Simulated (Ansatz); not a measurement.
# F$_{4}$Ge···H$_{2}$: what the fields show

The calculation's input:

```
crystal:
  periodic: [false, false, false]
  atoms:
    - { symbol: Ge, position_ang: [0.211439, -1.0e-06, -0.015332] }
    - { symbol: F, position_ang: [0.251172, -4.0e-06, 1.686736] }
    - { symbol: F, position_ang: [1.837486, 0.0, -0.588522] }
    - { symbol: F, position_ang: [-0.578408, 1.409573, -0.611229] }
    - { symbol: F, position_ang: [-0.578408, -1.409572, -0.611234] }
    - { symbol: H, position_ang: [-2.336842, -1.8e-05, 1.030533] }
    - { symbol: H, position_ang: [-1.876239, 2.1e-05, 1.572849] }
basis:
  gaussian: { orbitals: def2-mTZVP }
hamiltonian:
  xc: pbe
relax:
  f_tol: 0.03
  max_steps: 50
output:
  orbitals: {}
```

Command:

```sh
ansatz run input.yaml --threads 4 --pin off --max-ram 5120MiB --backend cpu --events-out ev --progress --plain --runs-dir out
```

The fields are those of the run's last geometry, not of the input's.

Theory: Ansatz 0.2.0, RKS PBE/def2-mTZVP.

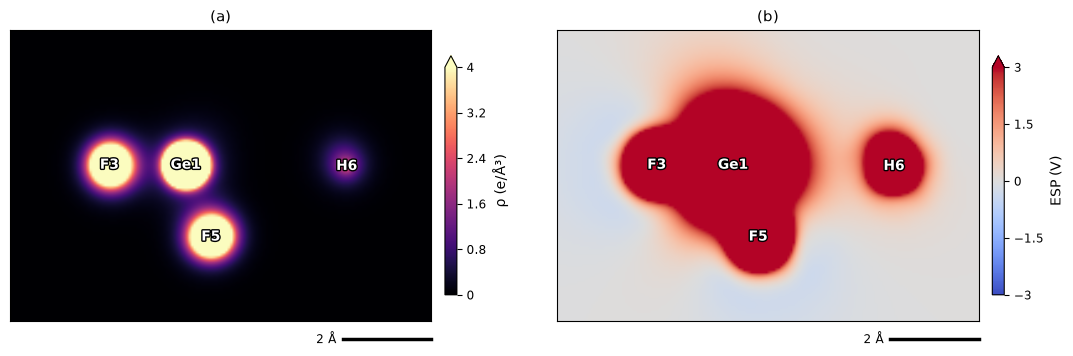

Figure 1. (a) total electron density; (b) electrostatic potential on the plane of atoms F3, Ge1 and F5.

Q: Describe what can be read from this map.

A: The section cuts through Ge, F and H sites.
Ge–F (1.72 Å): ρ is about 1 e/Å³ halfway.
Outside the dense part of the complex the potential is most negative (−0.3 V) near F5.

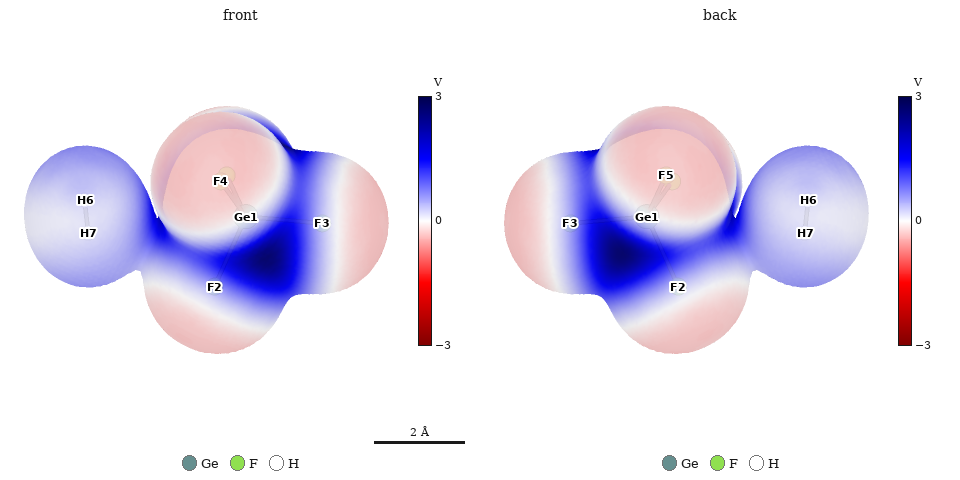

Figure 2. The molecular electrostatic potential painted on the density surface at 0.002 e/bohr³, seen from the front and from behind; the colour scale runs from red (negative) to blue (positive).

Q: Describe the electrostatic potential map.

A: The most negative region (about −0.3 V) lies over F2, F3, F4 and F5, the most positive (about +2.6 V) over Ge1.
